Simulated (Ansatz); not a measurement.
# SiCl3 (built on the sites of a database entry of SnI3): a soft mode frozen in

Aim: this structure of SiCl3 (built on the sites of a database entry of SnI3) is to be tested for unstable modes, and one is followed downhill.

Program: Ansatz 0.2.0. Level of theory: DFT PBE, scalar-relativistic, plane waves, norm-conserving pseudopotentials. Results are calculated unless marked as measured.

The structure was built from a prototype and need not be the compound's stable phase.

## (1) Starting point

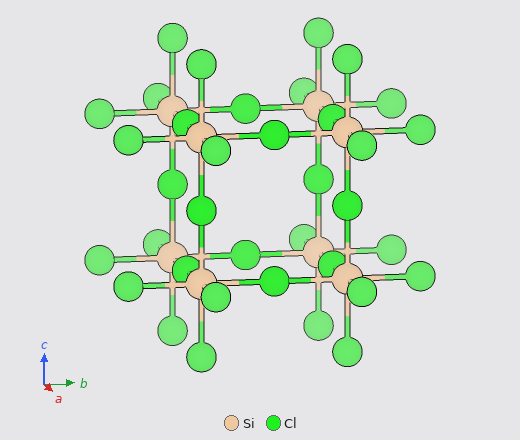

The starting structure, seen slightly off an axis (silicon light orange, chlorine green). Some periodic images of atoms are drawn too.

## (2) The dispersion

The cell comes from relaxations at this level that are not shown. Stability and thermal properties need the whole zone. Linear response on a 2×2×2 q mesh gives force constants as far as a supercell of that size would.

The input, input.yaml:

```yaml
crystal:
  lattice:
    - [4.7349396865, 0.0, 0.0]
    - [0.0, 4.7349396865, 0.0]
    - [0.0, 0.0, 4.7349396865]
  atoms:
    - { symbol: Si, position: [0.0, 0.0, 0.0] }
    - { symbol: Cl, position: [0.5, 0.0, 0.0] }
    - { symbol: Cl, position: [0.0, 0.0, 0.5] }
    - { symbol: Cl, position: [0.0, 0.5, 0.0] }
kpoints:
  mp_grid: { grid: [10, 10, 10] }
hamiltonian:
  xc: pbe
  pseudopotentials: { kind: nc }
scf:
  occupations: { method: methfessel_paxton, width: 0.2 }
output:
  eigenvalues: true
phonons:
  method: dfpt
  qmesh: [2, 2, 2]
  temperatures: { t_max: 1000, t_step: 50 }
  qpath:
    path:
      - [[0.0, 0.0, 0.0], [0.0, 0.5, 0.0], [0.5, 0.5, 0.0], [0.0, 0.0, 0.0], [0.5, 0.5, 0.5], [0.0, 0.5, 0.0]]
      - [[0.5, 0.5, 0.5], [0.5, 0.5, 0.0]]
    npoints: 10
```

Run with:

```console
ansatz run input.yaml --threads 4 --pin off --max-ram 14336MiB --backend cpu --events-out ev --progress --plain --runs-dir out
```

Numbers of over 12 decimals in the logs are rounded to 6 here.

The program printed:

```text
Engine: ansatz 0.2.0, aarch64-unknown-linux-gnu
Pseudopotentials: kind: nc
Pseudopotential: Si, nc, valence charge 4, recommended cutoff 489.804952 eV (normal), Si.nc.azcp
Pseudopotential: Cl, nc, valence charge 7, recommended cutoff 789.130201 eV (normal), Cl.nc.azcp (PseudoDojo's, or run here from an input of PseudoDojo's: the run reads no file of this project's for it)
Functional definition: PBE
  parameter kappa = 0.804
  parameter beta = 0.066725
  exchange = pbe_x(kappa = kappa, mu = beta*pi^2/3)
  correlation = pbe_c(beta = beta)
Crystal: 4 atoms, lattice volume = 106.156 Å³
Basis set: ecut = 789.130201 eV, 5377 PW (Γ), exchange–correlation on 90×90×90 points (8 copies of the dense FFT grid, shifted against one another)
Bands: 17, of which v1, the nominal top of the filled ones, is band 13 counted from 1 (12 counted from 0)
Symmetry: 48 space group operations
k-points: 56 of 1000
Non-local potential: Si, projectors of the file, l = 0: 2, l = 1: 2, l = 2: 2
Non-local potential: Cl, projectors of the file, l = 0: 2, l = 1: 2, l = 2: 2
Initial density: superposition of atomic densities (chi_scale 0.1, normalization cell, long waves kept (reshape's long-wave potential 0.02 eV rms))
Initial wavefunctions: pseudopotential atomic-orbital guess
Functional: x = pbe(κ = 0.804, μ = 0.219515), c = pbe(β = 0.066725)
SCF iter   1: F=—  HF=-1456.343293 eV  |F-HF|=—  |Δ(HF+E_count)|=         —  Δρ=2.07e-2  dr2=4.44e-1  ethr=3.10e-3  ⟨swp⟩=8.9  Hψ=6651  notcnv=0
preconditioner: auto → Resta (q_TF=auto, 2.144 Å⁻¹)  ε∞=3.4  [insulator: Δε(μ)=0.179 eV  Ē_g=11.630 eV  σ=0.200 eV  W_gap=0.52  n_scr=18 (ndim 8)  ℏωp=18.0 eV  f_vac=0.143  D(μ)=0.53/eV (n_scr^D=0)  ε∞_Penn≈3.4]
SCF iter   2: F=—  HF=-1456.248477 eV  |F-HF|=—  |Δ(HF+E_count)|=   9.48e-2  S|Δr|=    0.00e0  Δρ=1.01e-2  dr2=6.69e-2  ethr=1.77e-3  ⟨swp⟩=2.8  Hψ=1855  notcnv=0
preconditioner: auto → none  [metal: Δε(μ)=0.064 eV  Ē_g=11.456 eV  σ=0.200 eV  W_gap=0.27  n_scr=18 (ndim 8)  ℏωp=18.0 eV  f_vac=0.152  D(μ)=0.55/eV (n_scr^D=0)]
SCF iter   3: F=—  HF=-1456.247313 eV  |F-HF|=—  |Δ(HF+E_count)|=   1.16e-3  S|Δr|=    0.00e0  Δρ=2.00e-3  dr2=3.42e-3  ethr=2.67e-4  ⟨swp⟩=2.5  Hψ=1586  notcnv=0
SCF iter   4: F=—  HF=-1456.247741 eV  |F-HF|=—  |Δ(HF+E_count)|=   4.27e-4  S|Δr|=    0.00e0  Δρ=2.54e-4  dr2=4.06e-5  ethr=1.37e-5  ⟨swp⟩=2.1  Hψ=1541  notcnv=0
SCF iter   5: F=—  HF=-1456.247792 eV  |F-HF|=—  |Δ(HF+E_count)|=   5.14e-5  S|Δr|=    0.00e0  Δρ=6.77e-5  dr2=2.50e-6  ethr=1.62e-7  ⟨swp⟩=2.4  Hψ=1642  notcnv=0
SCF iter   6: F=—  HF=-1456.247772 eV  |F-HF|=—  |Δ(HF+E_count)|=   2.05e-5  S|Δr|=    0.00e0  Δρ=3.06e-6  dr2=7.80e-9  ethr=9.99e-9  ⟨swp⟩=2.2  Hψ=1529  notcnv=0  defer=10
SCF iter   7: F=—  HF=-1456.247772 eV  |F-HF|=—  |Δ(HF+E_count)|=   7.40e-9  S|Δr|=    0.00e0  Δρ=8.32e-7  dr2=7.69e-10  ethr=3.12e-11  ⟨swp⟩=2.6  Hψ=1692  notcnv=0  defer=11
SCF iter   8: F=—  HF=-1456.247772 eV  |F-HF|=—  |Δ(HF+E_count)|=  7.28e-11  S|Δr|=    0.00e0  Δρ=8.68e-8  dr2=1.14e-11  ethr=3.08e-12  ⟨swp⟩=2.4  Hψ=1640  notcnv=0  defer=11
SCF iter   9: F=-1456.247772 eV  HF=-1456.247772 eV  |F-HF|=2.27e-13  |Δ(HF+E_count)|=  4.55e-13  S|Δr|=    0.00e0  Δρ=1.73e-8  dr2=4.22e-13  ethr=1.00e-12  ⟨swp⟩=10.4  Hψ=6122  notcnv=0
SCF 1 converged in 9 iterations: F = -1456.247772 eV  dr2 = 4.22e-13
phonons: the bands overlap, so this run is a metal and interpolates without the dipole-dipole term. If the crystal is really an insulator or semiconductor, its LO-TO splitting is missing
NSCF: frozen V_eff on 56 k-points
WARN: eigensolver did not converge in 4 slots of this pass, the one above among them; of largest residual over every band (k=25): 1 band(s) unlocked (lowest unlocked band 16, counted from 0; max residual 5.93e-2 eV among the unlocked bands, 5.93e-2 eV over every band); of lowest unlocked band (k=5): band 16
NSCF: frozen V_eff on 216 k-points
DFPT response loops at q = (0, 0, 0) (fractional): preconditioner auto → none (partly filled bands, converged f_vac=0.166); β = 0.50; Broyden in place of MSR1
NSCF: frozen V_eff on 432 k-points
DFPT response loops at q = (0, 0, -0.5) (fractional): mixed as the last ones told, above
NSCF: frozen V_eff on 432 k-points
DFPT response loops at q = (0, -0.5, -0.5) (fractional): mixed as the last ones told, above
NSCF: frozen V_eff on 432 k-points
DFPT response loops at q = (-0.5, -0.5, -0.5) (fractional): mixed as the last ones told, above
SCF converged after 9 iterations
Stability not checked: this state was not tested for a lower state beside it, because cold or Methfessel-Paxton smearing, or corrected tetrahedra, fill the levels in a way that the test cannot read (fill_not_monotonic; see scf.lower_state_search)
Free energy (F): -1456.247772 eV
Harris-Foulkes:  -1456.247772 eV  (|F-HF|=2.27e-13)
Internal energy: -1456.251098 eV  (E = F + TS)
E sigma→0 (E₀):  -1456.248603 eV
Entropy (-TS):   0.003326 eV (0.832 meV/atom)
Fermi energy:    2.208242 eV
--- Per-component energies (eV) ---
  E_band       = -104.240890
  E_kinetic    = 495.764640
  E_local      = -1078.907841  (includes V_loc(G=0)·N_el)
  E_nonlocal   = 201.003228
  E_hartree    = 321.116497
  E_xc         = -407.071758
  E_vxc        = -364.333912  (∫ρ·V_xc dr)
  E_ewald      = -988.155865
  E_smearing   = 0.003326  (= −TS)
  E_closure    = -0.000000  (closes the sum)
  Σ components = -1456.247772   (vs F -1456.247772, Δ=0.00e0)
--- Band table (eV; the first three rows and the last of 56) ---
  k-point 0: bands = [... 9 lower, 0.1529, 0.2364, 0.2364, 0.2364, 7.6351, 8.3154, 8.3154, 8.3154]
  k-point 1: bands = [... 9 lower, 0.1330, 0.2171, 0.2171, 0.2708, 7.7575, 8.3358, 8.4505, 8.4505]
  k-point 2: bands = [... 9 lower, 0.0815, 0.2083, 0.2083, 0.4568, 8.0896, 8.3908, 8.6582, 8.8154]
  k-point 55: bands = [... 9 lower, 1.0673, 1.0673, 1.0673, 4.1168, 4.1168, 4.1168, 6.3148, 8.3704]
--- Phonons (Γ-DFPT): 3 representative perturbations + reference (Σ response iterations 7) ---
  ASR residual: 4.292e-5 → 0.000e0 eV/Å²; symmetrization residual: 1.095e-6 eV/Å²
  ASR residual per site (eV/Å²): 4.29e-5 2.37e-5 2.37e-5 2.37e-5
  Γ frequencies (cm⁻¹): -258.25 -258.25 -258.25 0.00 0.00 0.00 89.29 89.29 89.29 188.42 188.42 188.42
--- Phonons (arbitrary-q DFPT): 4 irreducible q on the 2×2×2 mesh ---
  q = [0.0000, 0.0000, 0.0000] (star 1, of the zone-centre solve; hermiticity 4.31e-7, symmetrization 1.07e-14): -258.25 -258.25 -258.25 -0.00 0.00 0.00 89.29 89.29 89.29 188.42 188.42 188.42
  q = [0.0000, 0.0000, -0.5000] (star 3, 7 solved perturbations in 1332 linear systems a pass and spin channel, the states on 216 of 1000 k-point pairs; hermiticity 3.23e-7, symmetrization 4.34e-14, the responses' own estimated error 7.6e-5 eV/Å²): -252.59 -252.59 63.09 63.69 63.69 101.89 101.89 111.54 127.77 176.81 176.81 300.35
  q = [0.0000, -0.5000, -0.5000] (star 3, 7 solved perturbations in 1332 linear systems a pass and spin channel, the states on 216 of 1000 k-point pairs; hermiticity 1.62e-7, symmetrization 3.53e-14, the responses' own estimated error 7.7e-5 eV/Å²): -247.34 -48.08 43.00 96.87 96.87 100.74 100.74 137.36 141.68 162.34 318.69 318.69
  q = [-0.5000, -0.5000, -0.5000] (star 1, 3 solved perturbations in 468 linear systems a pass and spin channel, the states on 216 of 1000 k-point pairs; hermiticity 2.18e-13, symmetrization 1.05e-13, the responses' own estimated error 7.3e-5 eV/Å²): -241.28 -49.66 -49.66 -49.66 123.23 123.23 130.72 130.72 130.72 327.34 327.34 327.34
  sum rule: each row above includes the acoustic sum rule's correction from the zone centre's row sums; it moved no ω² by more than (0.64 cm⁻¹)²
  mesh force constants: q→R imaginary residual 8.37e-47; ASR residual 4.292e-5 → 0.000e0 eV/Å²; symmetrization residual 7.994e-15 eV/Å²
  interpolated dispersion: 62 rows × 12 modes
  density of states and harmonic sums: on the 14×14×14 q-mesh, interpolated from the force constants of a 2×2×2 supercell (no non-analytic term)
  largest difference from the sums on the solved wave vectors: F 4.73e-2 eV, S 4.92e-5 and C_V 1.10e-5 eV/K
  zero-point energy: 0.080869 eV/cell   skipped modes (ω ≤ 0): 336, of them read as no rigid motion or as one in doubt: 333 (2.722e0 modes/cell left out, lowest -258.25 cm⁻¹)   left out of the sums: 2.27e-1 of the cell's modes: C_V's classical limit lies that fraction below 3 k_B per atom; for a crystal, a wire or a layer, F and S can be off by more, and a phonons.interpolated_qmesh denser along its periods is the remedy for the sampling
```

Run time: 4.6 min. Hardware: 4 threads of Arm Neoverse V1, shared host; peak memory 2.2 GiB; 18 min of CPU time.

Numbers from this step:

```yaml
volume_per_atom: 26.54 Å³
gap_on_the_k_mesh: 0 eV
sum_rule_residual_before_enforcement: 4.29e-5 eV/Å²
lowest_frequency_on_the_path: -258.2 cm⁻¹
point_group: m-3m
highest_frequency_on_the_path_or_at_a_solved_wavevector: 327.3 cm⁻¹
highest_optical_mode_at_the_zone_centre_no_lo_to_term: 188.4 cm⁻¹
lowest_optical_zone_centre_mode: -258.2 cm⁻¹
lowest_mode_on_the_q_mesh_acoustic_modes_at_gamma_apart: -258.2 cm⁻¹
```

Frequencies (cm⁻¹) solved at each irreducible wavevector; negative means imaginary. Frequencies by wavevector, by row:

| q in reciprocal lattice units | star | mode 1 | mode 2 | mode 3 | mode 4 | mode 10 | mode 11 | mode 12 |
| --- | --- | --- | --- | --- | --- | --- | --- | --- |
| 0 0 0 | 1 | -258.2 | -258.2 | -258.2 | 0 | 188.4 | 188.4 | 188.4 |
| 0 0 -0.5 | 3 | -252.6 | -252.6 | 63.1 | 63.7 | 176.8 | 176.8 | 300.4 |
| 0 -0.5 -0.5 | 3 | -247.3 | -48.1 | 43 | 96.9 | 162.3 | 318.7 | 318.7 |
| -0.5 -0.5 -0.5 | 1 | -241.3 | -49.7 | -49.7 | -49.7 | 327.3 | 327.3 | 327.3 |

Interpolated from a 2×2×2 q mesh. The phonon branches at the labelled points (cm⁻¹):

| point | branch 1 | branch 2 | branch 3 | branch 4 | branch 9 | branch 10 | branch 11 | branch 12 |
| --- | --- | --- | --- | --- | --- | --- | --- | --- |
| Γ | -258 | -258 | -258 | 0 | 89 | 188 | 188 | 188 |
| X | -253 | -253 | 63 | 64 | 128 | 177 | 177 | 300 |
| M | -247 | -48 | 43 | 97 | 142 | 162 | 319 | 319 |
| Γ | -258 | -258 | -258 | 0 | 89 | 188 | 188 | 188 |
| R | -241 | -50 | -50 | -50 | 131 | 327 | 327 | 327 |
| X | -253 | -253 | 63 | 64 | 128 | 177 | 177 | 300 |
| jump to R | -241 | -50 | -50 | -50 | 131 | 327 | 327 | 327 |
| M | -247 | -48 | 43 | 97 | 142 | 162 | 319 | 319 |

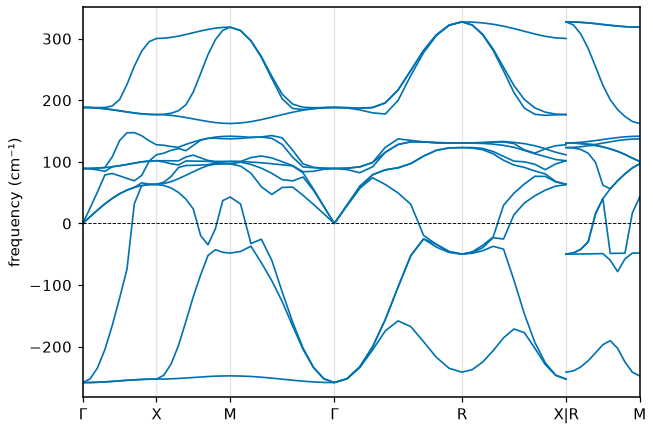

Phonon branches along the path.

Symmetry leaves 4 wavevectors to solve. The lowest mode among them, the acoustic zeros apart, lies at Γ and is imaginary, 258.2i cm⁻¹, so the energy falls along it.

## (3) The mode frozen in, largest atomic shift 0 Å

The mode followed lies at q = (0, 0, -0.5) with frequency 252.6i cm⁻¹ and is 2-fold degenerate, one of the unstable modes though not the softest. At small amplitude the distorted cell has space group no. 63 by a symmetry search on the positions. The undistorted cell that holds it gives the zero of energy on the same k mesh.

System of this step: SiCl3 (built on the sites of a database entry of SnI3). It takes space group Pm-3m (No. 221, cubic). Conventional cell: a = 4.735 Å, b = 4.735 Å, c = 4.735 Å, α = 90.00°, β = 90.00°, γ = 90.00°. Nearest to Si lie 6 Cl at 2.37 Å. Cl has 2 Si at 2.37 Å nearest. Cl has 2 Si at 2.37 Å nearest. Farther neighbours and most contacts between anions are not listed.

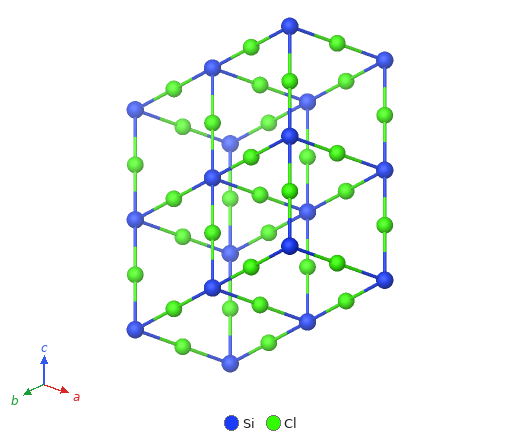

The cell of this step (silicon blue, chlorine green). 1×2×1 cells are drawn. Some periodic images of atoms are drawn too.

The input, input.yaml:

```yaml
crystal:
  lattice:
    - [4.7349396865, 0.0, 0.0]
    - [0.0, 4.7349396865, 0.0]
    - [0.0, 0.0, 9.469879373]
  atoms:
    - { symbol: Si, position: [0.0, 0.0, 0.0] }
    - { symbol: Si, position: [0.0, 0.0, 0.5] }
    - { symbol: Cl, position: [0.5, 0.0, 0.0] }
    - { symbol: Cl, position: [0.5, 0.0, 0.5] }
    - { symbol: Cl, position: [0.0, 0.0, 0.25] }
    - { symbol: Cl, position: [0.0, 0.0, 0.75] }
    - { symbol: Cl, position: [0.0, 0.5, 0.0] }
    - { symbol: Cl, position: [0.0, 0.5, 0.5] }
kpoints:
  mp_grid: { grid: [8, 8, 4] }
hamiltonian:
  xc: pbe
  pseudopotentials: { kind: nc }
scf:
  occupations: { method: methfessel_paxton, width: 0.2 }
output:
  forces: true
  stress: true
  eigenvalues: true
```

The program printed:

```text
[...]
Crystal: 8 atoms, lattice volume = 212.311 Å³
Basis set: ecut = 789.130201 eV, 10735 PW (Γ), exchange–correlation on 90×90×180 points (8 copies of the dense FFT grid, shifted against one another)
Bands: 33, of which v1, the nominal top of the filled ones, is band 25 counted from 1 (24 counted from 0)
Symmetry: 32 space group operations
[...]
k-points: 45 of 256
[...]
k-point 0: bands = [... 21 lower, 0.2143, 0.2354, 0.2354, 0.2354, 2.0852, 5.4211, 7.6350, 8.3150, ... 4 higher]
  k-point 1: bands = [... 21 lower, 0.2119, 0.2121, 0.2121, 0.2953, 1.5008, 6.2463, 7.8242, 8.3463, ... 4 higher]
  k-point 2: bands = [... 21 lower, 0.2080, 0.2080, 0.2080, 0.6637, 0.6637, 7.8837, 7.8837, 8.3720, ... 4 higher]
  k-point 44: bands = [... 21 lower, 0.5390, 1.0623, 1.0623, 4.1236, 4.1236, 4.5055, 4.5055, 4.5055, ... 4 higher]
[key lines of the parts left out:]
SCF converged after 7 iterations
Free energy (F): -2912.487224 eV
Fermi energy:    2.134526 eV
P = ⅓ Tr σ = -0.0000 GPa (-0.000 kbar)
```

Run time: 12 s. Hardware: 4 threads; peak memory 1.1 GiB.

This step gave:

```yaml
pressure: -3.78e-5 GPa
energy_from_the_undistorted_cell: 0 meV/atom
```

The run ends at a pressure of 0.00 GPa.

## (4) The mode frozen in, largest atomic shift 0.32 Å

The atoms are moved along the unstable eigenvector, the largest shift by 0.32 Å, with the cell fixed.

input.yaml, the sections that differ from step 3:

```yaml
crystal:
  lattice:
    - [4.7349396865, 0.0, 0.0]
    - [0.0, 4.7349396865, 0.0]
    - [0.0, 0.0, 9.469879373]
  atoms:
    - { symbol: Si, position: [0.0477881842, 0.0477881842, 0.0] }
    - { symbol: Si, position: [-0.0477881842, -0.0477881842, 0.5] }
    - { symbol: Cl, position: [0.4773260887, -0.0094330577, 0.0] }
    - { symbol: Cl, position: [0.5226739113, 0.0094330577, 0.5] }
    - { symbol: Cl, position: [0.0, 0.0, 0.25] }
    - { symbol: Cl, position: [0.0, 0.0, 0.75] }
    - { symbol: Cl, position: [-0.0094330577, 0.4773260887, 0.0] }
    - { symbol: Cl, position: [0.0094330577, 0.5226739113, 0.5] }
# kpoints, hamiltonian, scf, output: as in step 3
```

The program printed:

```text
[...]
Crystal: 8 atoms, lattice volume = 212.311 Å³
Basis set: ecut = 789.130201 eV, 10735 PW (Γ), exchange–correlation on 90×90×180 points (8 copies of the dense FFT grid, shifted against one another)
Bands: 33, of which v1, the nominal top of the filled ones, is band 25 counted from 1 (24 counted from 0)
Symmetry: 8 space group operations
[...]
k-points: 63 of 256
[...]
k-point 0: bands = [... 21 lower, 0.1403, 0.1427, 0.1609, 0.2881, 2.8209, 5.5405, 7.4530, 7.8791, ... 3 higher]
  k-point 1: bands = [... 21 lower, 0.0859, 0.1330, 0.2353, 0.4747, 2.2277, 6.2321, 7.6124, 7.9023, ... 3 higher]
  k-point 2: bands = [... 21 lower, -0.0091, 0.1513, 0.1513, 1.2474, 1.2474, 7.4422, 7.4422, 7.9571, ... 3 higher]
  k-point 62: bands = [... 21 lower, 0.5308, 0.7861, 0.7861, 3.8902, 3.8902, 5.7071, 5.7071, 5.8192, ... 3 higher]
[key lines of the parts left out:]
SCF converged after 7 iterations
Free energy (F): -2912.840165 eV
Fermi energy:    2.582120 eV
P = ⅓ Tr σ = 4.0087 GPa (40.087 kbar)
```

It took 18 s on 4 threads; peak memory 1.2 GiB.

Numbers from this step:

| Property | Result |
| --- | --- |
| pressure | 4.009 GPa |
| energy from the undistorted cell | -44.42 meV/atom |

The energy, extrapolated to zero smearing, is -44.42 meV/atom against the undistorted cell.

The run ends at a pressure of 4.01 GPa, with forces up to 0.70 eV/Å.

## (5) Energy along the mode, all amplitudes (two of the runs are shown above)

An imaginary frequency means negative curvature, so the energy should fall and then rise again as anharmonic terms take over.

This step gave:

```yaml
depth_at_the_lowest_point_sampled: 44.42 meV/atom
largest_atomic_shift_at_that_point: 0.32 Å
```

The energy from the parent by largest atomic shift:

| largest atomic shift (Å) | energy from the parent (meV/atom) |
| --- | --- |
| 0.000 | 0 |
| 0.040 | -1.72 |
| 0.080 | -6.69 |
| 0.140 | -18.9 |
| 0.220 | -37.8 |
| 0.320 | -44.4 |
| 0.450 | 27.7 |

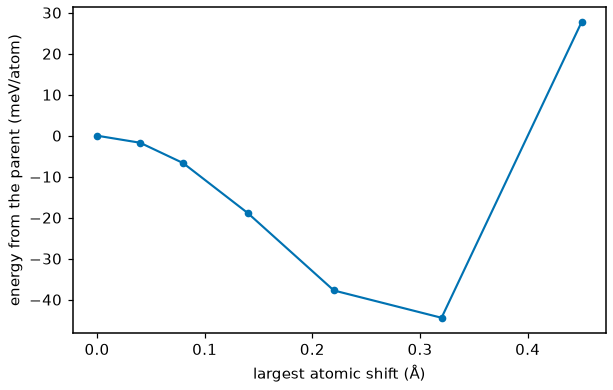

Energy from the parent, plotted against largest atomic shift.

Displacement at unit largest shift by atom:

| atom | x (Å) | y (Å) | z (Å) | size |
| --- | --- | --- | --- | --- |
| Si1 | 0.707 | 0.707 | 0.000 | 1.000 |
| Si2 | -0.707 | -0.707 | 0.000 | 1.000 |
| Cl3 | -0.335 | -0.140 | 0.000 | 0.363 |
| Cl4 | 0.335 | 0.140 | 0.000 | 0.363 |
| Cl5 | 0.000 | 0.000 | 0.000 | 0.000 |
| Cl6 | 0.000 | 0.000 | 0.000 | 0.000 |
| Cl7 | -0.140 | -0.335 | 0.000 | 0.363 |
| Cl8 | 0.140 | 0.335 | 0.000 | 0.363 |

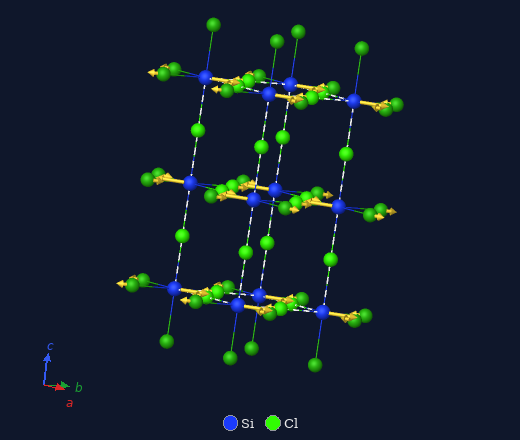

Displacement at unit largest shift as arrows, the longest 1.000 Å. Some periodic images of atoms are drawn too.

The lowest of the steps tried is at 0.32 Å, 44.4 meV/atom below the parent; the bottom of the well need not coincide with a step.

[end of part 1 of 3]

[Logs are printed without paths, hosts, clocks, repeated set-up lines and the standing remarks that a program may print on its own settings, such as how far it seeks lower states.]

[Hosts, paths, dates, database ids (printed as entryN), source tags and the programs' standing remarks are cut or masked in the printed files.]
